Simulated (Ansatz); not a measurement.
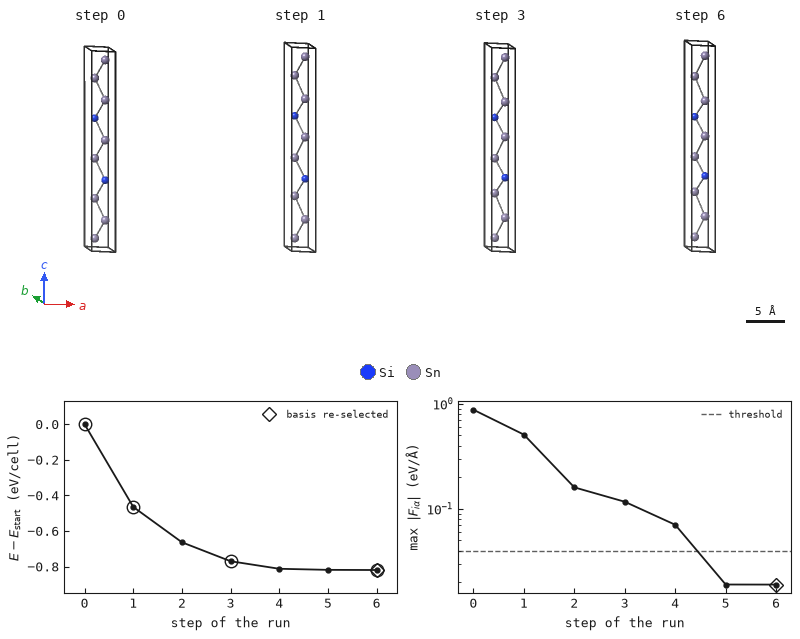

Frames of a relaxation of solid SiSn₄ (a generated structure, set up in P-3m1) (coarse preliminary run), marked on the history of the run. The picture is a ball-and-stick view of the cell of the calculation, seen slightly off an axis.

Theory: DFT PBE, scalar-relativistic, plane waves, PAW in Ansatz.

Input file:
```yaml
crystal:
  lattice:
    - [3.28377166, 0.0, 0.0]
    - [-1.64188583, 2.84382968, 0.0]
    - [0.0, 0.0, 27.30254436]
  atoms:
    - { symbol: Si, position: [0.66666667, 0.33333333, 0.35] }
    - { symbol: Si, position: [0.33333333, 0.66666667, 0.65] }
    - { symbol: Sn, position: [0.66666667, 0.33333333, 0.15] }
    - { symbol: Sn, position: [0.66666667, 0.33333333, 0.55] }
    - { symbol: Sn, position: [0.66666667, 0.33333333, 0.75] }
    - { symbol: Sn, position: [0.66666667, 0.33333333, 0.95] }
    - { symbol: Sn, position: [0.33333333, 0.66666667, 0.05] }
    - { symbol: Sn, position: [0.33333333, 0.66666667, 0.25] }
    - { symbol: Sn, position: [0.33333333, 0.66666667, 0.45] }
    - { symbol: Sn, position: [0.33333333, 0.66666667, 0.85] }
basis:
  ecutwfc: 420
kpoints:
  mp_grid: { grid: [6, 6, 1] }
hamiltonian:
  xc: pbe
scf:
  occupations: { method: gaussian, width: 0.1 }
  lower_state_search: "off"
output:
  forces: true
  stress: true
  eigenvalues: true
relax:
  adjacent_minimum: "off"
  f_tol: 0.04
  max_steps: 70
  cell: { stress_tol: 0.4 }
```

Launched with:
```bash
ansatz run input.yaml --threads 1 --pin off --max-ram 2560MiB --backend cpu --events-out ev --progress --plain --runs-dir out
```

What happens along the run?

The energy falls by 0.819 eV per cell of the calculation in 5 accepted moves (6 points after the start). The largest force component goes from 0.88 to 0.019 eV/Å. The pressure goes from 1.02 to −0.02 GPa. The SCF was repeated once at an unchanged geometry on a basis and grid sized afresh for the cell, which shifted the energy by 0.9 meV per cell of the calculation at most. The largest moves relative to the cell, 0.70 Å, are those of Sn5 and Sn8. Sn8 goes along +c. By element the largest moves are Sn 0.70 Å, Si 0.30 Å. The volume changes by +1.3 %, with a = b 3.284 → 3.258 Å (−0.8 %), c 27.303 → 28.086 Å (+2.9 %). Among the contacts that change: Sn6–Sn7 3.324 → 3.636 Å, Si1–Sn9 3.324 → 3.035 Å, Sn3–Sn7 3.324 → 3.607 Å, Sn4–Sn9 3.324 → 3.589 Å. The space group stays P-3m1 (No. 164). From step 0 to 1: Sn atoms move most (0.20 Å), volume +1.9 %, energy −0.465 eV per cell of the calculation. From step 1 to 3: Sn atoms move most (0.40 Å), volume −1.2 %, energy −0.305 eV per cell of the calculation. From step 3 to 6: Sn atoms move most (0.14 Å), volume +0.6 %, energy −49.3 meV per cell of the calculation.
